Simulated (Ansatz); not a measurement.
SiH3OCl3: several calculations on one system

### Relaxation

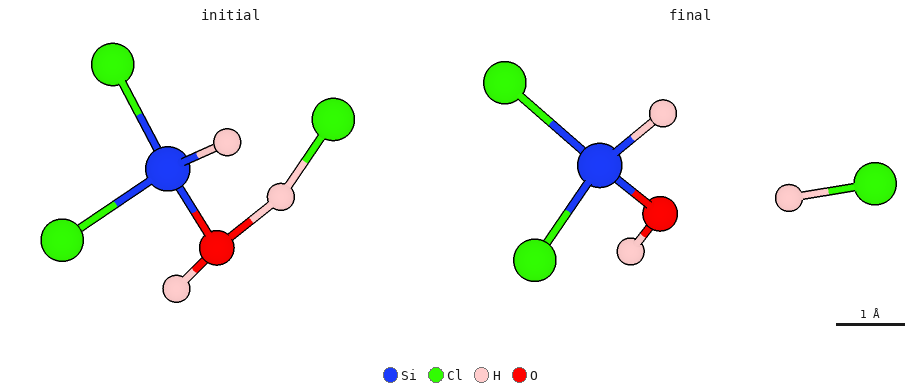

The structure of SiH3OCl3 (started from a transition state, displaced along its imaginary mode) before (left) and after (right) a relaxation, at one scale.

Style: ball-and-stick. Shown at a tilt.

The calculation used RKS PBE0-D4/def2-TZVP (Ansatz 0.2.0).

Input
```yaml
crystal:
  periodic: [false, false, false]
  atoms:
    - {symbol: Si, position_ang: [-0.400918, 0.199145, -0.567134]}
    - {symbol: Cl, position_ang: [2.325186, -0.223964, 0.142273]}
    - {symbol: Cl, position_ang: [-0.263680, -1.585514, -1.524270]}
    - {symbol: Cl, position_ang: [-2.378394, 0.669781, -0.520173]}
    - {symbol: H, position_ang: [0.317163, 1.314195, -1.216296]}
    - {symbol: H, position_ang: [1.184500, -0.174951, 0.931884]}
    - {symbol: O, position_ang: [-0.049509, 0.096752, 1.088384]}
    - {symbol: H, position_ang: [-0.734348, -0.295444, 1.665432]}
basis:
  gaussian: {orbitals: def2-TZVP}
hamiltonian: {xc: pbe0, dispersion: d4}
relax: {f_tol: 0.005, max_steps: 200}
```

Run as
```bash
ansatz run in.yaml --threads 8 --pin off --events-out ev --progress --plain --max-ram 19148MiB
```

Q: Summarise the run.

A: The energy falls by 69.5 kJ/mol in 28 accepted moves (31 points after the start). Largest force component: 2 eV/Å at the start, 0.0028 eV/Å at the end. The line search rejected the trial steps at points 5, 8, 18 of the run. The forces were under the threshold at step 26, but the run went on from there. Cl2 moves most after the best rigid fit: 1.54 Å. By element the largest moves are Cl 1.54 Å, H 0.72 Å, O 0.57 Å, Si 0.42 Å. Some distances before and after: Si1–Cl2 2.848 → 4.323 Å, H6–O7 1.273 → 1.929 Å, Cl2–O7 2.576 → 3.219 Å, Cl2–H6 1.388 → 1.292 Å. Among the angles between lasting bonds that change: Cl4–Si1–O7 101.1° → 110.5°, H5–Si1–O7 112.0° → 106.5°, Cl3–Si1–H5 115.1° → 110.6°. Groups turn about Si1–O7 by about 20°.

### Relaxation

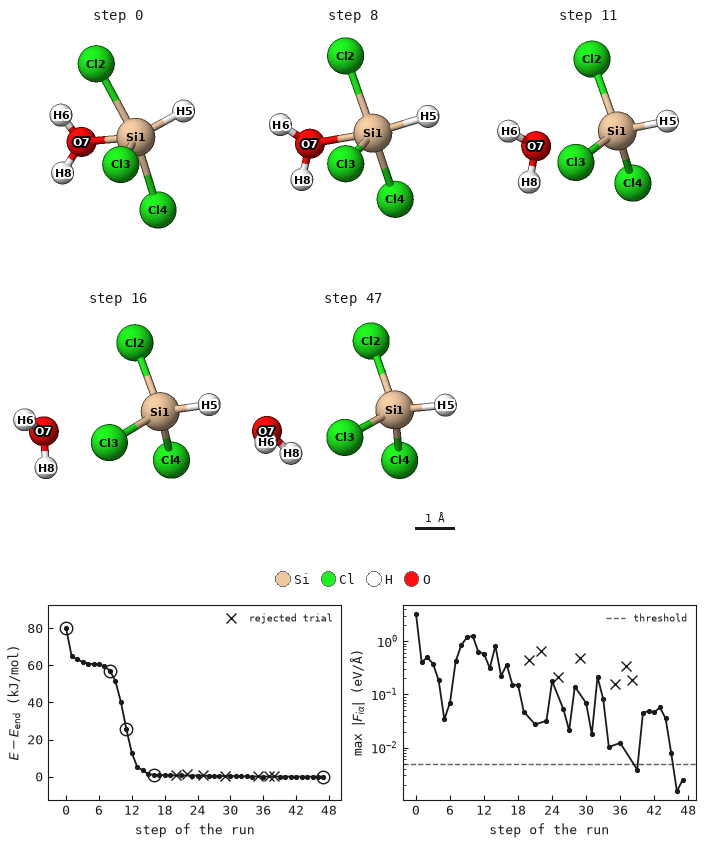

Frames of a relaxation of SiH3OCl3 (started from a transition state, displaced along its imaginary mode), marked on the history of the run. Style: ball-and-stick. Shown from a free direction.

All numbers below come from Ansatz 0.2.0, RKS PBE0-D4/def2-TZVP. Settings: force threshold 0.005 eV/Å; at most 200 steps.

What happens along the run?

Answer. The largest move after the best rigid fit is that of H6, 1.52 Å. Largest moves by element: H 1.52 Å, Cl 1.32 Å, O 1.31 Å, Si 0.72 Å. Some distances before and after: Si1–O7 1.868 → 3.714 Å, Cl2–O7 2.594 → 3.700 Å, Si1–Cl2 2.209 → 2.019 Å, Si1–Cl4 2.159 → 2.037 Å. Bonds break, among them: Si1–O7 (1.87 → 3.71 Å). Bond angles that change, for instance: Cl2–Si1–Cl4 162.3° → 110.3°, Cl2–Si1–H5 91.8° → 110.0°, Cl2–Si1–Cl3 94.0° → 110.3°. The energy falls by 79.9 kJ/mol in 40 accepted moves (47 points after the start). Largest force component: 3.3 eV/Å at the start, 0.0025 eV/Å at the end. The line search rejected the trial steps at points 20, 22, 25, 29, 35, 37, 38 of the run. The forces were under the threshold at step 39, but the run went on from there. From step 0 to 8: Cl and H atoms move most (0.57 Å), energy −22.8 kJ/mol. From step 8 to 11: Cl atoms move most (0.53 Å), energy −31.6 kJ/mol. From step 11 to 16: O7 moves most (0.68 Å), energy −24.5 kJ/mol. From step 16 to 47: H8 moves most (0.62 Å), energy −1.02 kJ/mol.

| step | E − E(0), kJ/mol | largest force component, eV/Å | note |
| --- | --- | --- | --- |
| 0 | 0.00 | 3.3044 |  |
| 1 | -15.03 | 0.4058 |  |
| 2 | -16.69 | 0.4965 |  |
| 3 | -18.03 | 0.3784 |  |
| 4 | -18.90 | 0.1843 |  |
| 5 | -19.27 | 0.0339 |  |
| 6 | -19.40 | 0.0705 |  |
| 7 | -20.40 | 0.4205 |  |
| 8 | -22.79 | 0.8499 |  |
| 9 | -28.49 | 1.1877 |  |
| 10 | -39.67 | 1.2586 |  |
| 12 | -67.22 | 0.5784 |  |
| 14 | -76.51 | 0.8179 |  |
| 16 | -78.89 | 0.3618 |  |
| 18 | -79.11 | 0.1501 |  |
| 20 | -78.94 | 0.4347 | rejected |
| 22 | -78.36 | 0.6577 | rejected |
| 24 | -79.34 | 0.1776 |  |
| 26 | -79.44 | 0.0524 |  |
| 28 | -79.56 | 0.1402 |  |
| 29 | -79.37 | 0.4746 | rejected |
| 31 | -79.69 | 0.0178 |  |
| 33 | -79.78 | 0.0819 |  |
| 35 | -79.83 | 0.1541 | rejected |
| 37 | -79.67 | 0.3374 | rejected |
| 39 | -79.85 | 0.0039 |  |
| 41 | -79.88 | 0.0493 |  |
| 43 | -79.90 | 0.0570 |  |
| 45 | -79.90 | 0.0078 |  |
| 47 | -79.91 | 0.0025 |  |

### Reaction

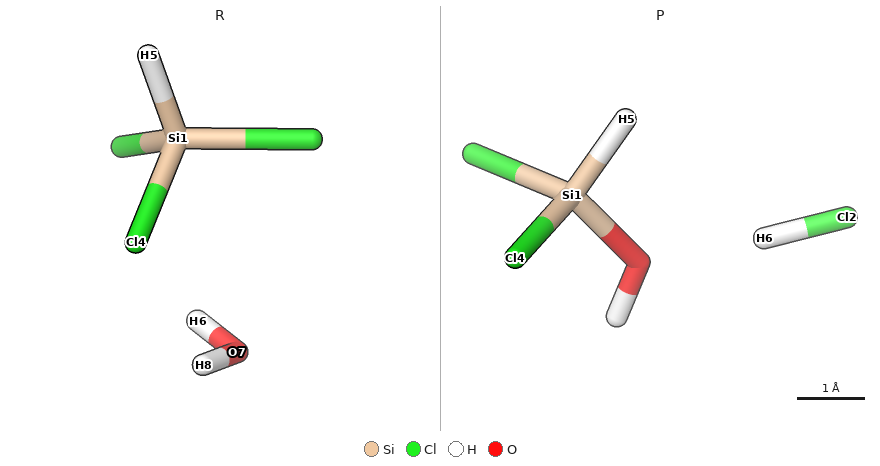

Reactant (R) and product (P) of one elementary step of SiH$_{3}$OCl$_{3}$. The picture is a stick view, seen from a free direction.

Stationary points at PBE0-D4/def2-TZVP, single-point energies with CAM-B3LYP-D4, B97M-V, PBE-QIDH (def2-TZVPP where no basis is named; Ansatz 0.2.0). The energies are electronic, without zero-point or thermal terms, and both ends are the minima reached downhill from the saddle, with any fragments still in contact.

R:
```xyz
8

Si    0.1207    0.5143   -1.2848
Cl    1.8515    1.1486   -0.4608
Cl    0.0215   -1.5197   -1.2420
Cl   -1.4689    1.2784   -0.2660
H     0.0379    0.9577   -2.6827
H     0.0102   -1.4708    1.6345
O     0.1103   -0.7158    2.2194
H    -0.6833   -0.1928    2.0825
```

P:
```xyz
8

Si   -0.7483    0.0580   -0.7538
Cl    3.0031    0.5241    1.3425
Cl   -1.2881   -1.6454   -1.7262
Cl   -2.4220    1.1747   -0.4528
H     0.2387    0.8080   -1.5363
H     1.7798    0.1739    1.1199
O    -0.0357   -0.2995    0.6732
H    -0.5274   -0.7938    1.3336
```

What is the transition state like, and how high is the barrier?

Counted by bonded pieces, R holds H₂O + SiHCl₃ and P holds HCl + SiH₂Cl₂O. From R over the saddle to P, bonds form: Si1–O7 (3.71 → 1.77 → 1.63 Å), Cl2–H6 (3.83 → 1.72 → 1.29 Å). Bonds break: Si1–Cl2 (2.02 → 2.53 → 4.32 Å), H6–O7 (0.96 → 1.08 → 1.93 Å). The saddle has one imaginary mode, 310i cm⁻¹. With CAM-B3LYP-D4 the barrier is 19.7 kcal/mol from R and 26.7 kcal/mol from P, and P lies 7.0 kcal/mol below R.

```
       level  barrier from R (kcal/mol)  barrier from P (kcal/mol)  P less R (kcal/mol)
CAM-B3LYP-D4                       19.7                       26.7                 −7.0
      B97M-V                       21.2                       26.2                 −4.9
    PBE-QIDH                       19.7                       24.8                 −5.1
```

Saddle geometry:

```xyz
8

Si   -0.2149    0.1874   -0.6164
Cl    2.2172   -0.1998   -0.0468
Cl   -0.2774   -1.6109   -1.5544
Cl   -2.2547    0.6383   -0.4745
H     0.2949    1.3736   -1.2971
H     0.9967   -0.1828    1.1657
O    -0.0393    0.1109    1.1451
H    -0.7226   -0.3167    1.6785
```

The saddle point in the same view, with dashed sticks for the bonds that form or break:

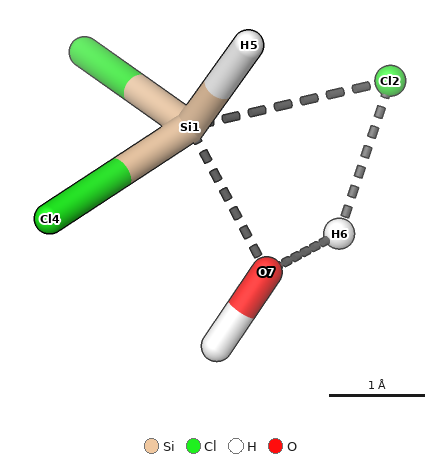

Limits of the set-up: the start holds two separate molecules, 2.9 Å apart at their closest, whose relative position is a soft coordinate.
